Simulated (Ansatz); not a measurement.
# FGeO (doublet): what the fields show

The calculation's input:

```
crystal:
  periodic: [false, false, false]
  atoms:
    - {symbol: F, position_ang: [0.288345, 0.534011, 1.280012]}
    - {symbol: Ge, position_ang: [0.221552, 0.297636, -0.458048]}
    - {symbol: O, position_ang: [-0.422807, -1.217648, -0.895264]}
basis:
  gaussian:
    orbitals: def2-TZVPD
magnetization:
  spin_polarized: true
  initial_magnetization: 1
hamiltonian:
  xc: {name: PBE0}
output: {forces: true, orbitals: {seedname: orbitals}}
```

Command:

```sh
ansatz run input.yaml --threads 1 --pin off --max-ram 2610MiB --events-out events.jsonl --progress --plain --runs-dir runs
```

Geometry: B3LYP-D3(BJ)/def2-SVP.

All numbers below come from isolated molecule in a Gaussian basis; Kohn-Sham density functional theory, functional PBE0 in Ansatz.

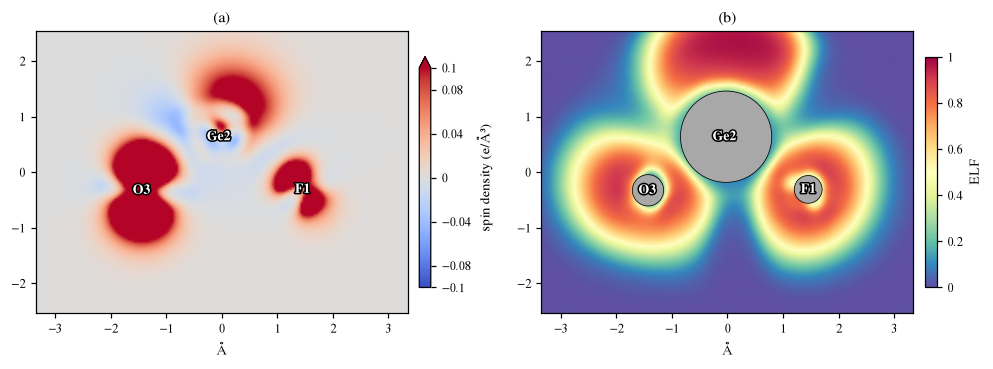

Figure 1. (a) spin density; (b) ELF on the molecular plane. Grey discs cover the atomic cores in the ELF map.

Describe what can be read from this map.

- The plane passes through F, Ge and O nuclei.
- Ge–O (1.70 Å): the ELF peaks at about 0.80 in the valence shell of O, 0.6 Å from its nucleus, and is about 0.30 at the midpoint.
- Ge–F (1.76 Å): the ELF peaks at about 0.80 in the valence shell of F, 0.6 Å from its nucleus, and is about 0.25 at the midpoint.
- The ELF also peaks beside F1 and O3, away from the bonds: non-bonding electrons, paired or unpaired.
- The unpaired spin (1 electron) lies mostly on O3 (about 0.6), Ge2 (about 0.3) and F1 (about 0.1), in electrons by Hirshfeld's partition.

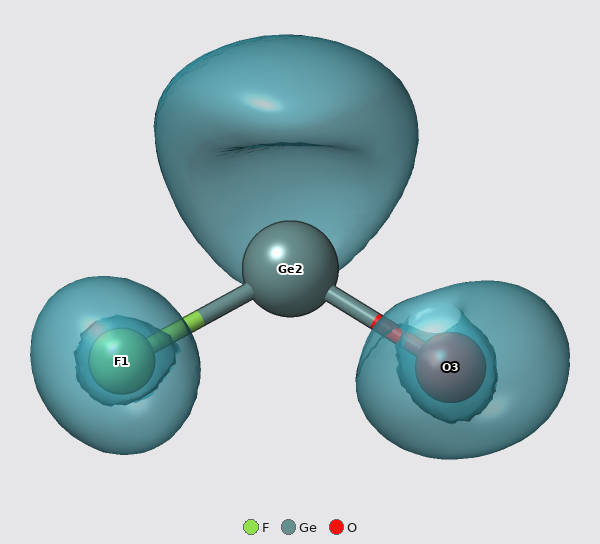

Figure 2. Isosurface of the electron localisation function at 0.75 (cyan), seen at an oblique angle. Only the valence region is drawn (cores and ρ < 0.01 e/Å³ removed).

Describe the localisation domains.

At this value the surface marks out one lobe on Ge, pointing away from the bonds (non-bonding electrons), one region wrapped around F (its valence shell) and one region wrapped around O (its valence shell).

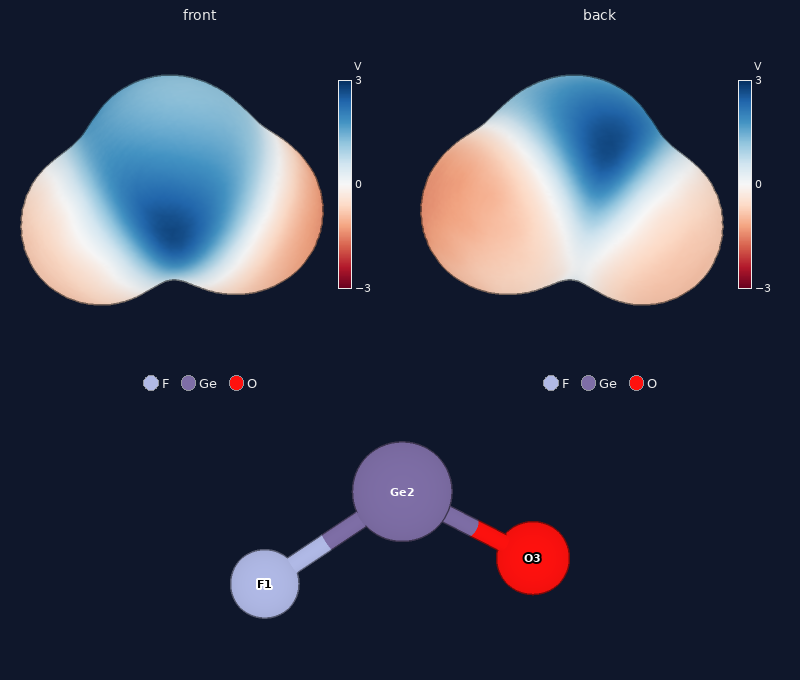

Figure 3. The electrostatic potential painted on the density surface at 0.002 e/bohr³, seen from the front and from behind; red is negative and blue positive. The bare structure is drawn below in the same view.

Which sites attract a positive test charge, and which a negative one?

A positive charge is drawn to the negative regions and a negative charge to the positive ones. The most negative region (about −1.4 V, or −32 kcal/mol for a unit charge) lies over O3, the most positive (about +2.7 V, or +62 kcal/mol for a unit charge) over Ge2. O3 is the likeliest acceptor of a hydrogen bond.

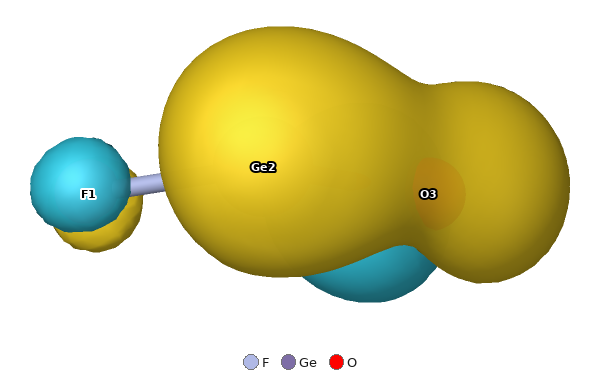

Figure 4. The HOMO (β) at ±0.15 Å⁻³ᐟ² (yellow and cyan are the two phases), seen from one side.

Where does this orbital lie, and at what energy?

Its weight (Hirshfeld) is mainly on O3 (about 60 %) and Ge2 (about 35 %); it is symmetric in the molecular plane (an in-plane orbital: σ, lone-pair or in-plane π type). Its energy is −8.94 eV.
